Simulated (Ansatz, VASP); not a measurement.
# ZnSe (Stilleite) in two plane-wave programs, part 2 of 2

Wanted: the spread between two codes on one cell, functional and k mesh.

VASP 6.6.1 and Ansatz 0.2.0.

So far: Set-up; VASP: band structure, PBE0.

**3. Ansatz: band structure, PBE0**

Level of this step: Ansatz beside VASP: Kohn-Sham DFT, plane waves, PBE0 (Ansatz).

Ansatz runs on its default PAW (the set named soft_2) files.

The same cell, functional, mesh and smearing now go to Ansatz, which takes its cutoff from its data sets.

File input.yaml:

```yaml
crystal:
  lattice:
    - [0.0, 2.8338, 2.8338]
    - [2.8338, 0.0, 2.8338]
    - [2.8338, 2.8338, 0.0]
  atoms:
    - { symbol: Se, position: [0.75, 0.75, 0.75] }
    - { symbol: Zn, position: [0.0, 0.0, 0.0] }
hamiltonian:
  xc: pbe0
  pseudopotentials: { kind: paw }
kpoints:
  mp_grid: { grid: [5, 5, 5] }
  band_path:
    path:
      - [0.0, 0.0, 0.0]
      - [0.5, 0.0, 0.5]
      - [0.5, 0.22222, 0.72222]
      - [0.40278, 0.34722, 0.75]
      - [0.125, 0.125, 0.25]
      - [0.27778, 0.27778, 0.27778]
      - [0.55556, 0.38889, 0.55556]
      - [0.58333, 0.25, 0.66667]
      - [0.5, 0.30556, 0.69444]
      - [0.48611, 0.48611, 0.52778]
      - [0.625, 0.25, 0.625]
      - [0.5, 0.0, 0.5]
    npoints: 1
scf:
  occupations: { method: gaussian, width: 0.03 }
  n_extra_bands: 7
output:
  forces: true
  stress: true
  eigenvalues: true
```

Command:

```sh
> ansatz run input.yaml --threads 4 --pin off --max-ram 9216MiB --backend cpu --events-out ev --progress --plain --runs-dir out
```

Numbers of over 12 decimals in the logs are rounded to 6 here.

The log of the run:

```text
Warning: output.stress: scf.convergence.dr2_threshold = 1e-7 eV (the SCF's general default) is looser than the 2e-10 eV advised for a printed stress (1e-10 eV for each atom of the cell: 2). What an SCF threshold leaves in a stress goes as its square root, and in the free energy as the threshold itself, and one threshold admits the most on a small cell: [figures from the program's tests cut] Set scf.convergence.dr2_threshold to 2e-10 eV or tighter. The threshold is an SCF's pass mark: one that does not reach it within its budget of iterations ends unconverged, or closes short of it on a stop that the run arms, and scf.convergence.dr2_threshold's page says what that costs each kind of run
Warning: output.stress: scf.exx.energy_threshold = 1e-6 eV is looser than the 2e-8 eV advised for a stress under a hybrid functional (1e-8 eV for each atom of the cell: 2). Every SCF of the exchange loop can meet its threshold on dr2 while the loop round them stops early: no threshold on dr2 bounds what that leaves in the stress. Set scf.exx.energy_threshold to 2e-8 eV or tighter. The threshold is the loop's pass mark: a loop that does not reach it within its budget of cycles ends unconverged, and scf.exx.energy_threshold's page has the law
scf.n_extra_bands = 7 over 14 filled bands (N_el = 28.0): the run solves 21 bands
Engine: ansatz 0.2.0, aarch64-unknown-linux-gnu
Pseudopotentials: kind: paw
Pseudopotential: Se, paw, valence charge 16, recommended cutoff 420 eV (normal), Se.paw.azcp
Pseudopotential: Zn, paw, valence charge 12, recommended cutoff 420 eV (normal), Zn.paw.azcp
Functional definition: PBE0
  parameter a = 0.25
  parameter kappa = 0.804
  parameter beta = 0.066725
  exchange = (1 - a)*pbe_x(kappa = kappa, mu = beta*pi^2/3) + a*exact_x
  correlation = pbe_c(beta = beta)
Crystal: 2 atoms, lattice volume = 45.513 Å³
Basis set: ecut = 420 eV, 893 PW (Γ), exchange–correlation on 54×54×54 points (8 copies of the dense FFT grid, shifted against one another)
Bands: 21, of which v1, the nominal top of the filled ones, is band 14 counted from 1 (13 counted from 0)
Symmetry: 24 space group operations
Space group: F-43m (ITA 216), of the structure as read, at distance tolerance 3.6e-5 Å
k-points: 10 of 125 (time reversal used)
Non-local potential: Se, projectors of the file, l = 0: 2, l = 1: 2, l = 2: 3, l = 3: 1
Non-local potential: Zn, projectors of the file, l = 0: 2, l = 1: 2, l = 2: 3, l = 3: 1
PAW form: soft (Blöchl's): semilocal exchange-correlation on the pseudo side does not see the compensation charge
PAW frozen core: Se, regenerated for the run's functional, and the local potential with it (the file was generated under x = pbe(κ = 0.804, μ = 0.219515), c = pbe(β = 0.066725))
PAW frozen core: Zn, regenerated for the run's functional, and the local potential with it (the file was generated under x = pbe(κ = 0.804, μ = 0.219515), c = pbe(β = 0.066725))
PAW one-centre angular grid: Se, 590 points (default); XC on 64 Gauss nodes
PAW one-centre angular grid: Zn, 590 points (default); XC on 64 Gauss nodes
Initial density: superposition of atomic densities (neutral atoms: chi_scale 0, normalization atom), corrected by the library's trained network
Initial wavefunctions: pseudopotential atomic-orbital guess
Functional: x = pbe(κ = 0.804, μ = 0.219515), c = pbe(β = 0.066725), warm-up for x = 0.75 pbe(κ = 0.804, μ = 0.219515) + 0.25 exact, c = pbe(β = 0.066725)
SCF iter   1: F=—  HF=-8789.509970 eV  |F-HF|=—  |Δ(HF+E_count)|=         —  Δρ=1.48e-3  dr2=8.05e-4  ethr=1.77e-3  ⟨swp⟩=11.8  Hψ=1055  notcnv=0
preconditioner: auto → none  [insulator: Δε(μ)=1.286 eV  Ē_g=14.442 eV  σ=0.030 eV  W_gap=1.00  n_scr=14 (ndim 8)  ℏωp=23.4 eV  f_vac=0.121  D(μ)=0.00/eV (n_scr^D=0)]
SCF iter   2: F=—  HF=-8789.509743 eV  |F-HF|=—  |Δ(HF+E_count)|=   2.27e-4  Δρ=1.15e-3  dr2=4.29e-4  ethr=2.87e-6  ⟨swp⟩=4.2  Hψ=678  notcnv=0  defer=1
iter 3 solved again at ethr=6.87e-9 eV; its pass at ethr=1.53e-6 eV (dr2=1.92e-6 eV) is discarded
SCF iter   3: F=-8789.509571 eV  HF=-8789.509558 eV  |F-HF|=1.32e-5  |Δ(HF+E_count)|=   1.85e-4  Δρ=1.32e-4  dr2=1.97e-6  ethr=6.87e-9  ⟨swp⟩=4.1  Hψ=898  notcnv=0  defer=1
SCF 1 stopped early in 3 iterations: F = -8789.509571 eV  dr2 = 1.97e-6
  greatest PAW one-centre occupation: 1.000 electrons in one spin orbital (limit 2), on the Se atom at site 0 (counted from 0), in its partial waves of l = 2
Initial density: handed on by an earlier stage of this run
Initial wavefunctions: those handed on with the density
Functional: x = 0.75 pbe(κ = 0.804, μ = 0.219515) + 0.25 exact, c = pbe(β = 0.066725)
Frozen-core exchange: fock
SCF iter   1: F=—  HF=-8791.188857 eV  |F-HF|=—  |Δ(HF+E_count)|=         —  Δρ=1.89e-2  dr2=8.27e-2  ethr=7.03e-8  ⟨swp⟩=9.4  Hψ=1153  notcnv=0
preconditioner: auto → none  [insulator: Δε(μ)=2.979 eV  Ē_g=17.808 eV  σ=0.030 eV  W_gap=1.00  n_scr=14 (ndim 8)  ℏωp=23.4 eV  f_vac=0.121  D(μ)=0.00/eV (n_scr^D=0)]
SCF iter   2: F=—  HF=-8791.162397 eV  |F-HF|=—  |Δ(HF+E_count)|=   2.65e-2  Δρ=2.44e-3  dr2=5.10e-3  ethr=7.03e-8  ⟨swp⟩=5.0  Hψ=849  notcnv=0
SCF iter   3: F=—  HF=-8791.171240 eV  |F-HF|=—  |Δ(HF+E_count)|=   8.84e-3  Δρ=4.41e-3  dr2=4.30e-3  ethr=7.03e-8  ⟨swp⟩=5.0  Hψ=804  notcnv=0
SCF iter   4: F=—  HF=-8791.170828 eV  |F-HF|=—  |Δ(HF+E_count)|=   4.12e-4  Δρ=1.77e-3  dr2=6.87e-4  ethr=7.03e-8  ⟨swp⟩=4.0  Hψ=594  notcnv=0
SCF iter   5: F=—  HF=-8791.171880 eV  |F-HF|=—  |Δ(HF+E_count)|=   1.05e-3  Δρ=8.62e-4  dr2=1.80e-4  ethr=7.03e-8  ⟨swp⟩=4.1  Hψ=578  notcnv=0
SCF iter   6: F=-8791.171793 eV  HF=-8791.171794 eV  |F-HF|=3.64e-8  |Δ(HF+E_count)|=   8.62e-5  Δρ=1.93e-5  dr2=2.12e-6  ethr=7.03e-8  ⟨swp⟩=4.0  Hψ=545  notcnv=0
SCF 2 stopped early in 6 iterations: F = -8791.171793 eV  dr2 = 2.12e-6
hybrid outer 1: dexx = +1.554e-2 eV, tail = 8.17e-5 eV
Frozen-core exchange: fock
SCF iter   1: F=—  HF=-8791.171503 eV  |F-HF|=—  |Δ(HF+E_count)|=         —  Δρ=8.30e-5  dr2=1.84e-6  ethr=1.46e-6  ⟨swp⟩=4.4  Hψ=483  notcnv=0
preconditioner: auto → none  [insulator: Δε(μ)=3.059 eV  Ē_g=17.545 eV  σ=0.030 eV  W_gap=1.00  n_scr=14 (ndim 8)  ℏωp=23.4 eV  f_vac=0.121  D(μ)=0.00/eV (n_scr^D=0)]
SCF iter   2: F=—  HF=-8791.171504 eV  |F-HF|=—  |Δ(HF+E_count)|=   5.64e-7  Δρ=2.76e-5  dr2=3.15e-7  ethr=5.68e-9  ⟨swp⟩=4.0  Hψ=619  notcnv=0
SCF iter   3: F=—  HF=-8791.171505 eV  |F-HF|=—  |Δ(HF+E_count)|=   8.04e-7  Δρ=2.05e-5  dr2=1.17e-7  ethr=4.63e-10  ⟨swp⟩=4.2  Hψ=563  notcnv=0  defer=1
SCF iter   4: F=—  HF=-8791.171505 eV  |F-HF|=—  |Δ(HF+E_count)|=   2.03e-8  Δρ=6.88e-6  dr2=1.27e-8  ethr=3.21e-10  ⟨swp⟩=2.1  Hψ=353  notcnv=0  defer=1
SCF iter   5: F=-8791.171505 eV  HF=-8791.171505 eV  |F-HF|=4.86e-10  |Δ(HF+E_count)|=  8.55e-10  Δρ=1.89e-6  dr2=3.43e-9  ethr=3.53e-11  ⟨swp⟩=3.1  Hψ=472  notcnv=0  defer=1
SCF 3 converged in 5 iterations: F = -8791.171505 eV  dr2 = 3.43e-9
  Residual-converged pass: ⟨swp⟩=3.0  Hψ=401  notcnv=0  max |occ|·‖R‖ = 2.2e-6 eV (tolerance 2.4e-6 eV)  dr2=3.43e-9  dr2_onsite=3.66e-10  max |Δocc| = 0.0e0
hybrid outer 2: dexx = +9.583e-7 eV, tail = 4.36e-8 eV, Δε = 3.38e-3 eV (about 1.32e-4 eV left of the loop's levels)
NSCF: frozen V_eff on 12 k-points
hybrid SCF converged: 2 outer / 11 inner (+3 warm-up), last move |dexx| = 9.58e-7 eV, tail = 4.36e-8 eV
Stability not checked: this state was not tested for a lower state beside it, because the functional holds exact exchange (a hybrid, or Hartree-Fock), whose exchange loop this test does not read (fock_operator; see scf.lower_state_search)
Free energy (F): -8791.171505 eV
Frozen-core exchange: fock
Harris-Foulkes:  -8791.171505 eV  (|F-HF|=4.86e-10)
Internal energy: -8791.171505 eV  (E = F + TS)
E sigma→0 (E₀):  -8791.171505 eV
Fermi energy:    7.314584 eV
--- Per-component energies (eV) ---
  E_band       = -466.288776
  E_kinetic    = 249.135453
  E_local      = -4401.271808  (includes V_loc(G=0)·N_el)
  E_nonlocal   = 22.659723
  E_hartree    = 2044.196404
  E_xc         = -185.126123
  E_vxc        = -115.601693  (∫ρ·V_xc dr)
  E_exx        = -121.797330  (= α·E_x^exact, valence–valence)
  E_paw        = -3677.508835  (= ΣΔE_a)
  E_vpaw       = -66.006281  (= ΣTr[D̂ρ^β])
  E_aug_tail   = -0.000894  (compensation charges beyond the density's cutoff)
  E_ewald      = -2720.942845
  E_core_change = -0.515251  (= ΣΔE_core)
  E_smearing   = -0.000000  (= −TS)
  E_closure    = 0.000002  (closes the sum)
  Σ components = -8791.171505   (vs F -8791.171505, Δ=-1.82e-12)
--- Forces (eV/Å), atoms counted from 1 ---
  atom   1  Se     0.00000000    -0.00000000    -0.00000000
  atom   2  Zn    -0.00000000     0.00000000    -0.00000000
  max |Σ_I F_I| component: 1.30e-16 eV/Å
--- Stress (GPa, compression-positive) ---
        1.023846      -0.000000      -0.000000
        0.000000       1.023846       0.000000
       -0.000000       0.000000       1.023846
  P = ⅓ Tr σ = 1.0238 GPa (10.238 kbar)
--- Band table (eV; the first three rows and the last of 10) ---
  k-point 0: bands = [... 10 lower, -2.2076, 5.7845, 5.7845, 5.7845, 8.8444, 13.4422, 13.4422, 13.4422, ... 3 higher]
  k-point 1: bands = [... 10 lower, -2.2094, 3.2718, 5.4221, 5.4221, 10.2613, 13.7173, 13.9904, 13.9904, ... 3 higher]
  k-point 2: bands = [... 10 lower, -2.1562, 0.6369, 4.9303, 4.9303, 10.1729, 14.0556, 14.0556, 15.9306, ... 3 higher]
  k-point 9: bands = [... 10 lower, -1.9513, 0.8754, 2.7311, 3.5982, 12.5911, 12.9225, 14.1839, 17.1829, ... 3 higher]
```

Run time: 41 s. Hardware: 4 threads of Arm Neoverse V1, shared host; peak memory 1 GiB; 2.4 min of CPU time.

**4. Side by side**

Known differences besides the PAW data sets themselves: exact exchange at q = 0 is treated differently, which shows on coarse meshes; VASP keeps PBE cores, Ansatz makes them for the functional; the data sets hold 28 valence electrons in Ansatz (default PAW (the set named soft_2) files) and 18 in VASP; the cutoff is 420 eV in Ansatz and 350 eV in VASP; VASP takes a coarser grid for exact exchange (PRECFOCK = Fast). Total energies have different zeros and are not compared.

The two programs side by side:

| quantity | Ansatz | VASP | difference |
| --- | --- | --- | --- |
| gap over the path points (eV) | 3.060 | 3.058 | +0.002 |

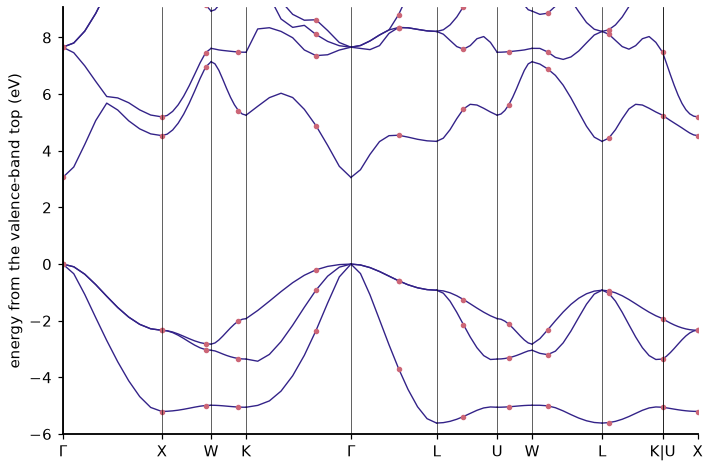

Bands from VASP (lines) and levels from Ansatz (dots). Dots without a line are higher empty bands that the VASP plot leaves out.

Levels at points of the path, from each program's valence-band top (eV; 4 filled, then empty):

| k (reciprocal lattice) | Ansatz | VASP |
| --- | --- | --- |
| 0.000 0.000 0.000 | -7.99 0.00 0.00 0.00 3.06 7.66 7.66 | -7.89 0.00 0.00 0.00 3.06 7.66 7.66 |
| 0.500 0.000 0.500 | -7.76 -5.22 -2.34 -2.34 4.52 5.19 12.89 | -7.67 -5.20 -2.34 -2.34 4.54 5.20 12.90 |
| 0.500 0.222 0.722 | -7.65 -5.00 -3.03 -2.82 6.94 7.46 9.15 | -7.56 -4.99 -3.02 -2.81 6.96 7.46 9.15 |
| 0.403 0.347 0.750 | -7.68 -5.05 -3.34 -2.02 5.41 7.49 10.66 | -7.58 -5.05 -3.33 -2.02 5.42 7.49 10.67 |
| 0.125 0.125 0.250 | -7.99 -2.36 -0.93 -0.21 4.89 7.36 8.11 | -7.89 -2.35 -0.92 -0.20 4.89 7.36 8.11 |
| 0.278 0.278 0.278 | -7.99 -3.69 -0.59 -0.59 4.55 8.35 8.35 | -7.89 -3.68 -0.59 -0.59 4.55 8.35 8.35 |
| 0.556 0.389 0.556 | -7.77 -5.39 -2.15 -1.26 5.47 7.58 9.09 | -7.67 -5.38 -2.14 -1.25 5.48 7.59 9.09 |
| 0.583 0.250 0.667 | -7.68 -5.04 -3.32 -2.13 5.62 7.50 10.33 | -7.58 -5.04 -3.31 -2.12 5.62 7.50 10.34 |
| 0.500 0.306 0.694 | -7.68 -5.01 -3.21 -2.33 6.89 7.49 8.85 | -7.58 -5.00 -3.20 -2.33 6.89 7.49 8.86 |
| 0.486 0.486 0.528 | -7.80 -5.61 -1.03 -0.95 4.44 8.11 8.27 | -7.71 -5.60 -1.03 -0.95 4.45 8.12 8.27 |

Among the levels compared (up to four filled and three empty ones at each point), filled levels agree within 98 meV and empty ones within 14 meV.

**5. Results**

```json
{"difference in gap over the path points (band structure, PBE0)": "0.0022 eV"}
```

The difference in gap over the path points is 0.0022 eV (band structure, PBE0), within the 0.08 eV picked in this series as the mark of a large difference. Differences of this kind measure data sets and numerical settings, not the functional's error against experiment.

[Lines on the potential files, build, host, timing and source positions are cut from VASP's logs without a mark.]

[Logs are printed without paths, hosts, clocks, repeated set-up lines and the standing remarks that a program may print on its own settings, such as how far it seeks lower states.]

[Hosts, paths, dates, database ids (printed as entryN), source tags and the programs' standing remarks are cut or masked in the printed files.]
